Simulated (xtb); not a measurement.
# AlH$_{2}$OF$_{3}$: geometry relaxation (part 1 of 4)

System: AlH$_{2}$OF$_{3}$.
Method: GFN2-xTB (xtb 6.7.1 later snapshot).

The geometry comes from this level: PBE0-D4/def2-TZVP.

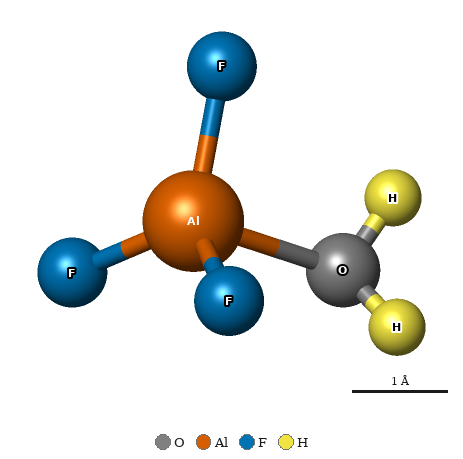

The structure as given in the input (ball-and-stick view, seen at a tilt). Sticks mark near contacts.

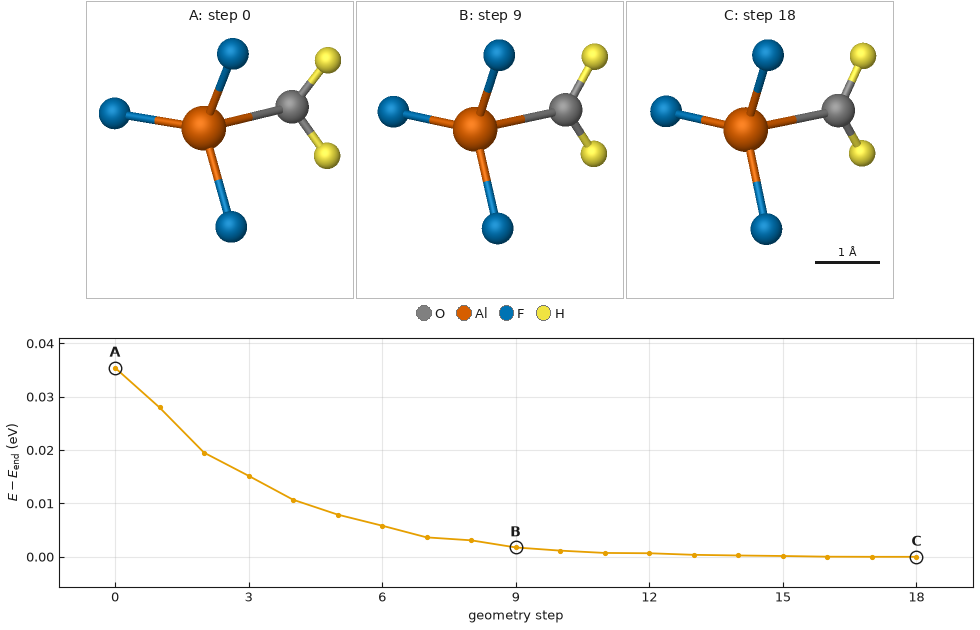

Frames of the relaxation (ball-and-stick view, seen at a tilt) above the curves, on which the letters mark them (steps are counted from 0).

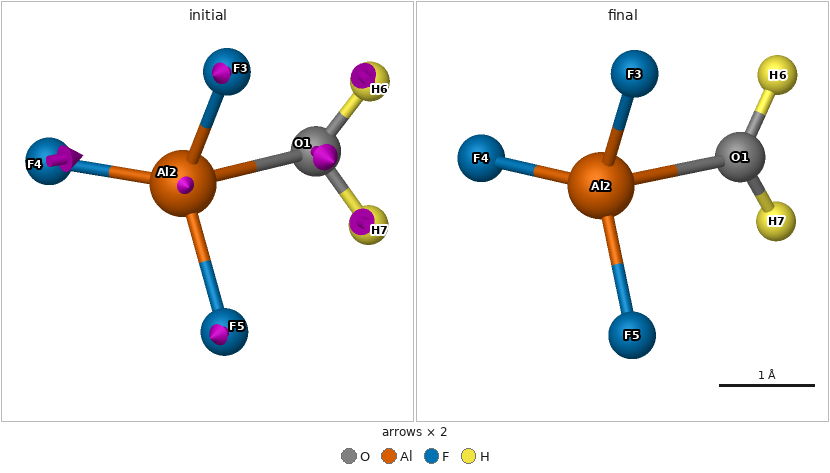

Before (left) and after (right) the relaxation, at one scale (ball-and-stick view, seen at a tilt). The pink arrows give the displacements, magnified 2 times. The energy falls by 0.035 eV in 18 geometry steps. The atom that moves furthest after the best rigid fit is O1 (0.25 Å). Largest moves by element: O 0.25 Å, F 0.22 Å, H 0.22 Å, Al 0.09 Å. Among the contacts that change: O1–Al2 1.937 → 1.892 Å, Al2–F3 1.655 → 1.646 Å. Among the angles that change: Al2–O1–H6 112.3° → 123.7°, O1–Al2–F4 105.3° → 100.6°, H6–O1–H7 108.5° → 112.3°. (Atoms are counted from 1 in the order of the input.)

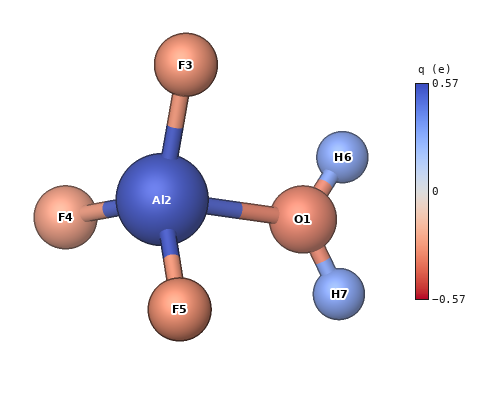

Mulliken charges, as the colour of each atom (ball-and-stick view, seen at a tilt; atoms are numbered from 1 in the order of the input). By element: O −0.37, Al +0.55, F −0.30 and H +0.36 e.

The input that produced these results follows, with the program's output.

### Input (struc.xyz)
```
7
AlF3H2O
O     -0.871000     0.586100     0.358000
Al     0.496000    -0.551000    -0.409900
F      0.962500    -1.255200     1.013300
F     -0.290400    -1.501300    -1.496900
F      1.430100     0.675100    -1.012400
H     -0.962400     0.456200     1.310000
H     -0.703600     1.522000     0.192000
```

### File xcontrol
```
$chrg 0
$spin 0
$end
```

Run as:
```bash
xtb struc.xyz --gfn 2 -o vtight --input xcontrol --parallel 1 | tee struc.out
```

### The program's output
```
* xtb version 6.7.1
   ID    Z sym.   atoms
    1    8 O      1
    2   13 Al     2
    3    9 F      3-5
    4    1 H      6, 7

           -------------------------------------------------
          |                Calculation Setup                |
           -------------------------------------------------

          program call               : xtb struc.xyz --gfn 2 -o vtight --input xcontrol --parallel 1
          coordinate file            : struc.xyz
          omp threads                :                     1

           -------------------------------------------------
          |                 G F N 2 - x T B                 |
           -------------------------------------------------

      * Hamiltonian:
        H0-scaling (s, p, d)           1.850000    2.230000    2.230000
        zeta-weighting                 0.500000
      * Dispersion:
        s8                             2.700000
        a1                             0.520000
        a2                             5.000000
        s9                             5.000000
      * Repulsion:
        kExp                           1.500000    1.000000
        rExp                           1.000000
      * Coulomb:
        alpha                          2.000000
        third order                    shell-resolved
        anisotropic                    true
        a3                             3.000000
        a5                             4.000000
        cn-shift                       1.200000
        cn-exp                         4.000000
        max-rad                        5.000000

          ...................................................
          :                      SETUP                      :
          :.................................................:
          :  # basis functions                  28          :
          :  # atomic orbitals                  27          :
          :  # shells                           13          :
          :  # electrons                        32          :
          :  max. iterations                   250          :
          :  Hamiltonian                  GFN2-xTB          :
          :  restarted?                      false          :
          :  GBSA solvation                  false          :
          :  PC potential                    false          :
          :  electronic temp.          300.0000000     K    :
          :  accuracy                    1.0000000          :
          :  -> integral cutoff          0.2500000E+02      :
          :  -> integral neglect         0.1000000E-07      :
          :  -> SCF convergence          0.1000000E-05 Eh   :
          :  -> wf. convergence          0.1000000E-03 e    :
          :  Broyden damping             0.4000000          :
          :  net charge                          0          :
          :  unpaired electrons                  0          :
          ...................................................

 iter      E             dE          RMSdq      gap      omega  full diag
   1    -20.6483025 -0.206483E+02  0.100E+01    9.50       0.0  T
   2    -20.6869282 -0.386257E-01  0.785E+00    9.07       1.0  T
   3    -20.6991532 -0.122251E-01  0.276E+00    8.63       1.0  T
   4    -20.7004103 -0.125704E-02  0.790E-01    8.82       1.0  T
   5    -20.7005963 -0.186011E-03  0.353E-01    8.85       1.0  T
   6    -20.7006237 -0.274793E-04  0.796E-02    8.86       1.0  T
   7    -20.7006248 -0.102315E-05  0.354E-02    8.86       1.1  T
   8    -20.7006251 -0.333763E-06  0.424E-03    8.86       8.9  T
   9    -20.7006251 -0.223009E-08  0.135E-03    8.86      28.0  T
  10    -20.7006251 -0.192686E-08  0.270E-04    8.86     140.1  T
  11    -20.7006251 -0.379348E-09  0.789E-05    8.86     479.3  T

   *** convergence criteria satisfied after 11 iterations ***

         #    Occupation            Energy/Eh            Energy/eV
      -------------------------------------------------------------
         1        2.0000           -0.8030679             -21.8526
       ...           ...                  ...                  ...
        10        2.0000           -0.4971702             -13.5287
        11        2.0000           -0.4929862             -13.4148
        12        2.0000           -0.4900287             -13.3344
        13        2.0000           -0.4852106             -13.2033
        14        2.0000           -0.4834098             -13.1542
        15        2.0000           -0.4794956             -13.0477
        16        2.0000           -0.4768204             -12.9749 (HOMO)
        17                         -0.1511741              -4.1137 (LUMO)
        18                         -0.0726084              -1.9758
        19                         -0.0232721              -0.6333
        20                         -0.0105998              -0.2884
        21                          0.0372661               1.0141
       ...                                ...                  ...
        27                          1.0089000              27.4536
      -------------------------------------------------------------
                  HL-Gap            0.3256464 Eh            8.8613 eV
             Fermi-level           -0.3139973 Eh           -8.5443 eV

 SCC (total)                   0 d,  0 h,  0 min,  0.003 sec
 SCC setup                      ...        0 min,  0.000 sec (  1.610%)
 Dispersion                     ...        0 min,  0.000 sec (  0.671%)
 classical contributions        ...        0 min,  0.000 sec (  0.144%)
 integral evaluation            ...        0 min,  0.000 sec ( 13.772%)
 iterations                     ...        0 min,  0.002 sec ( 58.819%)
 molecular gradient             ...        0 min,  0.001 sec ( 22.997%)
 printout                       ...        0 min,  0.000 sec (  1.691%)

         :::::::::::::::::::::::::::::::::::::::::::::::::::::
         ::                     SUMMARY                     ::
         :::::::::::::::::::::::::::::::::::::::::::::::::::::
         :: total energy             -20.627086575239 Eh    ::
         :: gradient norm              0.008531175591 Eh/a0 ::
         :: HOMO-LUMO gap              8.861289142473 eV    ::
         ::.................................................::
         :: SCC energy               -20.700624129676 Eh    ::
         :: -> isotropic ES            0.122227804495 Eh    ::
         :: -> anisotropic ES          0.006983660551 Eh    ::
         :: -> anisotropic XC         -0.002722196597 Eh    ::
         :: -> dispersion             -0.002394608710 Eh    ::
         :: repulsion energy           0.073537554437 Eh    ::
         :: add. restraining           0.000000000000 Eh    ::
         :: total charge              -0.000000000000 e     ::
         :::::::::::::::::::::::::::::::::::::::::::::::::::::

      -----------------------------------------------------------
     |                   =====================                   |
     |                        A N C O P T                        |
     |                   =====================                   |
     |               Approximate Normal Coordinate               |
     |                Rational Function Optimizer                |
      -----------------------------------------------------------

          ...................................................
          :                      SETUP                      :
          :.................................................:
          :   optimization level         verytight          :
          :   max. optcycles                   200          :
          :   ANC micro-cycles                  20          :
          :   degrees of freedom                15          :
          :.................................................:
          :   RF solver                   davidson          :
          :   write xtbopt.log                true          :
          :   linear?                        false          :
          :   energy convergence         0.1000000E-06 Eh   :
          :   grad. convergence          0.2000000E-03 Eh/α :
          :   maximum RF displ.          1.0000000          :
          :   Hlow (freq-cutoff)         0.1000000E-01      :
          :   Hmax (freq-cutoff)         5.0000000          :
          :   S6 in model hess.         20.0000000          :
          ...................................................

generating ANC from exact Hessian ...
Using Lindh-Hessian (1995)
 Shifting diagonal of input Hessian by    0.0000000000000000
 Lowest  eigenvalues of input Hessian
    0.000000    0.000000    0.000000    0.000000    0.000000    0.000000
    0.016353    0.021241    0.023056    0.034353    0.060715    0.100860
    0.165068    0.167911    0.292064    0.449619    0.764721    1.280439
 Highest eigenvalues
    0.449619    0.764721    1.280439    1.457704    1.751285    1.774831

........................................................................
.............................. CYCLE    1 ..............................
........................................................................

 iter      E             dE          RMSdq      gap      omega  full diag
   1    -20.7006251 -0.207006E+02  0.242E-05    8.86       0.0  T
   2    -20.7006251 -0.255795E-12  0.135E-05    8.86    2806.9  T
   3    -20.7006251 -0.639488E-13  0.448E-06    8.86    8432.2  T
     SCC iter.                  ...        0 min,  0.001 sec
     gradient                   ...        0 min,  0.001 sec
 * total energy  :   -20.6270866 Eh     change       -0.1585931E-10 Eh
   gradient norm :     0.0085312 Eh/α   predicted     0.0000000E+00 (-100.00%)
   displ. norm   :     0.0688613 α      lambda       -0.3522905E-03
   maximum displ.:     0.0416901 α      in ANC's #6, #4, #2, ...

........................................................................
.............................. CYCLE    2 ..............................
........................................................................

 iter      E             dE          RMSdq      gap      omega  full diag
   1    -20.7014191 -0.207014E+02  0.241E-01    8.79       0.0  T
   2    -20.7014424 -0.233015E-04  0.177E-01    8.76       1.0  T
   3    -20.7014435 -0.103435E-05  0.105E-01    8.76       1.0  T
   4    -20.7014436 -0.121678E-06  0.107E-02    8.76       3.5  T
   5    -20.7014436 -0.352507E-07  0.338E-03    8.76      11.2  T
   6    -20.7014436 -0.383115E-08  0.697E-04    8.76      54.2  T
   7    -20.7014436 -0.111843E-09  0.653E-05    8.76     579.1  T
     SCC iter.                  ...        0 min,  0.001 sec
     gradient                   ...        0 min,  0.001 sec
 * total energy  :   -20.6273603 Eh     change       -0.2736791E-03 Eh
   gradient norm :     0.0059740 Eh/α   predicted    -0.1769814E-03 ( -35.33%)
   displ. norm   :     0.1606628 α      lambda       -0.4648728E-03
   maximum displ.:     0.1355234 α      in ANC's #2, #6, #4, ...

........................................................................
.............................. CYCLE    3 ..............................
........................................................................

 iter      E             dE          RMSdq      gap      omega  full diag
   1    -20.7021651 -0.207022E+02  0.537E-01    8.71       0.0  T
   2    -20.7021980 -0.328763E-04  0.348E-01    8.67       1.0  T
   3    -20.7021996 -0.161210E-05  0.118E-01    8.67       1.0  T
   4    -20.7022000 -0.379508E-06  0.122E-02    8.67       3.1  T
   5    -20.7022001 -0.879055E-07  0.333E-03    8.67      11.4  T
   6    -20.7022001 -0.717287E-08  0.802E-04    8.67      47.2  T
   7    -20.7022001 -0.104315E-09  0.109E-04    8.67     345.5  T
     SCC iter.                  ...        0 min,  0.001 sec
     gradient                   ...        0 min,  0.001 sec
 * total energy  :   -20.6276714 Eh     change       -0.3111683E-03 Eh
   gradient norm :     0.0075707 Eh/α   predicted    -0.2384366E-03 ( -23.37%)
   displ. norm   :     0.1294508 α      lambda       -0.2180783E-03
   maximum displ.:     0.1191412 α      in ANC's #2, #6, #9, ...

........................................................................
.............................. CYCLE    4 ..............................
........................................................................
```
